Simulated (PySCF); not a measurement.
**Cl3HOSi, SMILES `O[Si](Cl)(Cl)Cl`: what the electrons do**

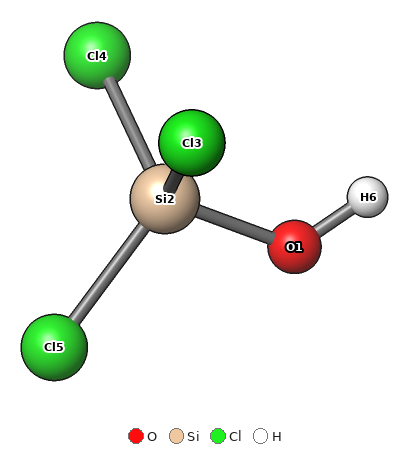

The molecule, with its atoms numbered as below. No frequency check shows the geometry to be a minimum.

Coordinates in Å:

```
O1      -0.1659    0.0038   -1.8336
Si2     -0.0188    0.0006   -0.2227
Cl3      0.9612   -1.6556    0.3805
Cl4      1.0015    1.6313    0.3821
Cl5     -1.9025    0.0221    0.4276
H6       0.5656   -0.0035   -2.4484
```

## 1. Bonding charge

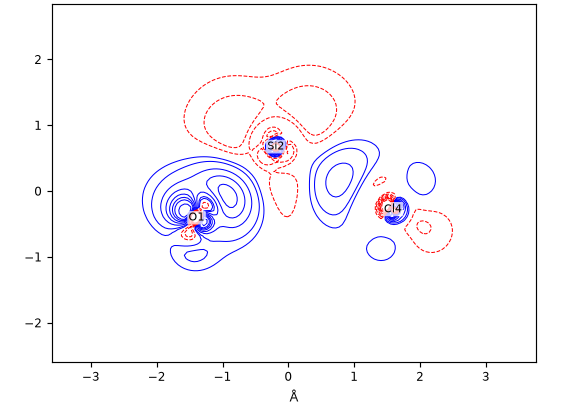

Deformation density (molecule less spherical, spin-averaged free atoms) in the plane of O1, Si2 and Cl4; contours at ±0.05 to ±0.8 e/Å³; solid blue lines: gain, dashed red lines: loss.

Level of theory: ωB97X/def2-TZVP (PySCF), at a geometry from GFN2-xTB.

Question: Describe the bonding that the map shows.

Answer: O1–Si2: +0.15 e/Å³ at the bond critical point (bond length 1.62 Å, Mayer order 1.3). Si2–Cl4: +0.11 e/Å³ at the bond critical point (bond length 2.02 Å, Mayer order 1.2). In all, 1.4 electrons gather in the regions of gain relative to the promolecule. A small or negative value marks a very polar bond, one between electron-rich atoms, whose free-atom densities already overlap strongly, a long bond to a heavier atom, or a closed-shell contact such as a hydrogen bond.

Question: Where do the Hirshfeld charges lie?

Answer: The highest Hirshfeld charge is on Si2 (+0.39 e), the lowest on O1 (−0.31 e).

## 2. Bond critical points

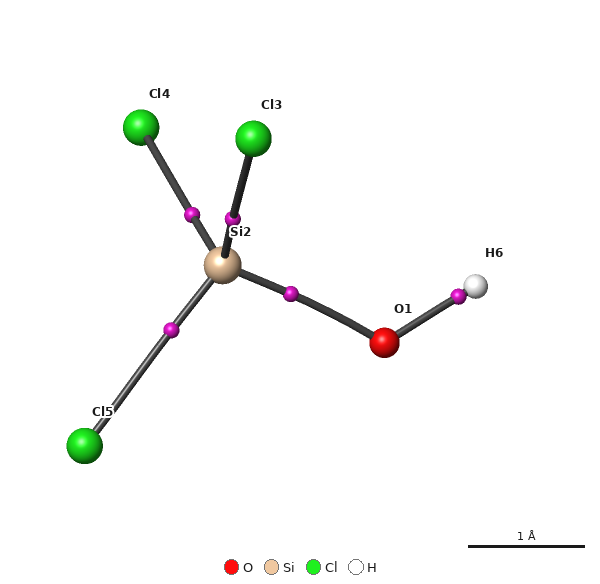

Molecular graph of the electron density (QTAIM): bond paths, bond critical points (magenta), ring points (cyan, if any); weak paths are dashed.

Question: How many critical points of each kind are there, and does the count close?

Answer: 6 nuclei, 5 bond, 0 ring and 0 cage critical points: 6 − 5 + 0 − 0 = 1, as the Poincaré–Hopf relation requires.

Question: What does the calculation give at each kind of bond critical point?

Answer:
```json
{"bond": "O1–H6", "length (Å)": "0.956", "ρ (a.u.)": "0.359", "∇²ρ (a.u.)": "−2.51", "ε": "0.00", "H (a.u.)": "−0.694"}
{"bond": "O1–Si2", "length (Å)": "1.618", "ρ (a.u.)": "0.150", "∇²ρ (a.u.)": "+0.91", "ε": "0.07", "H (a.u.)": "−0.058"}
{"bond": "Si2–Cl5", "length (Å)": "1.993", "ρ (a.u.)": "0.115", "∇²ρ (a.u.)": "+0.27", "ε": "0.03", "H (a.u.)": "−0.065"}
{"bond": "Si2–Cl4 (2 alike)", "length (Å)": "2.016", "ρ (a.u.)": "0.110", "∇²ρ (a.u.)": "+0.25", "ε": "0.02", "H (a.u.)": "−0.061"}
```

Question: What kind of interaction is O1–H6?

Answer: Shared-shell (covalent): ρ = 0.359, ∇²ρ = −2.51, H = −0.694 a.u.

## 3. Local ionisation energy

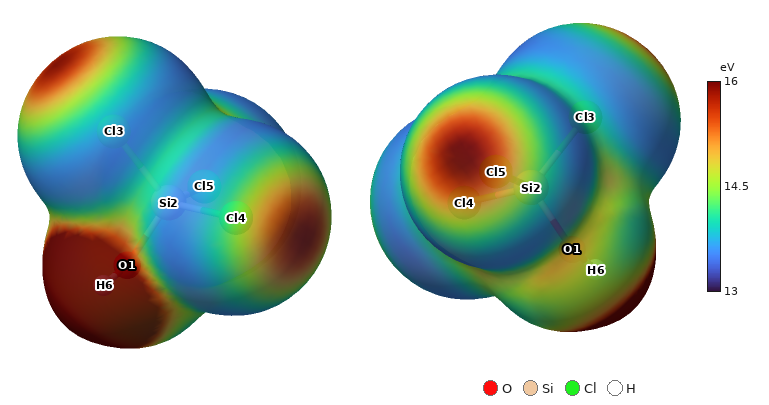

Average local ionisation energy on the surface of electron density 0.001 a.u. (back view left, front view right).

Question: Locate the minima of the map.

Answer: The lowest value is 13.5 eV, 2.1 Å from Cl4. Further minima include 13.5 eV, 2.1 Å from Cl3, and at like points elsewhere. For comparison, the highest occupied orbital lies at −11.8 eV.

## 4. In an electric field

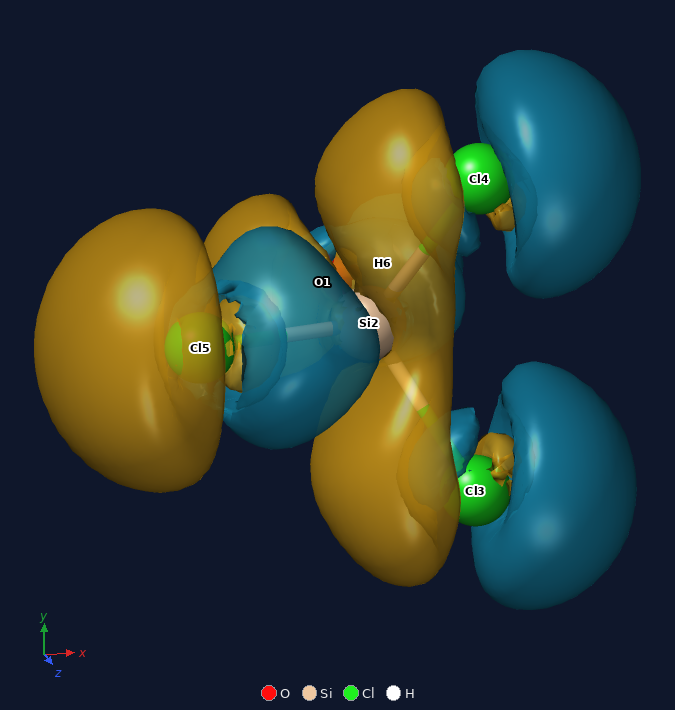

Change of the electron density in a uniform field of 0.21 V/Å, surfaces at ±0.001 e/Å³ (yellow: gain, teal: loss).

PySCF calculation, ωB97X/def2-TZVP, gas phase; geometry: GFN2-xTB. A basis without diffuse functions makes polarisabilities too small.

Question: Along which Cartesian direction does the field point?

Answer: Along +x: electrons gather on the −x side, against the field.

Question: How large is the response?

Answer: The induced dipole is 0.62 D (along the field); α along this axis, from the fields in both directions, is 61 bohr³ (9.1 Å³).

Question: Which atoms gain and lose the most charge?

Answer: Electrons gather most on Cl5 (Hirshfeld charge changes by −0.019 e) and leave Cl3 and Cl4 alike most (+0.010 e); 0.056 electrons are displaced in all.

## 5. Removing or adding an electron

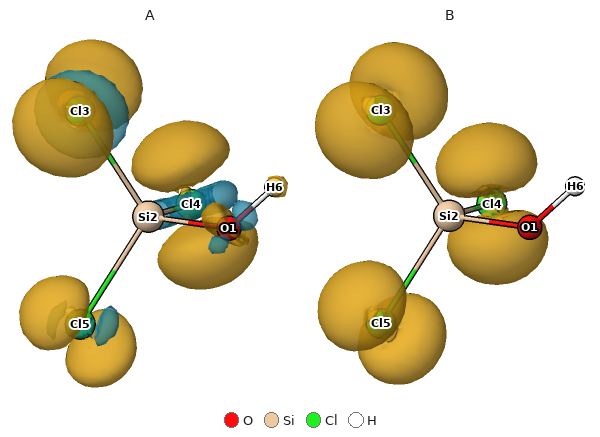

The Fukui function f⁻ from two separate SCF calculations and the density of the HOMO, at ±0.03 e/Å³ (yellow positive, teal negative).

Question: Which panel is which, and how good is the frozen-orbital picture?

Answer: A is f⁻ (it has negative regions), B the HOMO density. The HOMO lies on Cl3 and Cl4 (35 % each) and Cl5 (26 %); f⁻ (Hirshfeld-condensed) is largest on Cl3 and Cl4 (0.33 each) and Cl5 (0.21); the vertical ionisation energy is 11.94 eV (the stability of the cation's solution wasn't checked). Relaxation shifts 8 % of the electron between atoms. The orbital energy is −11.79 eV.

The PySCF runs shown took 27 s, 70 s and 2.6 min on 1 thread of Arm Neoverse V2, on a shared host.
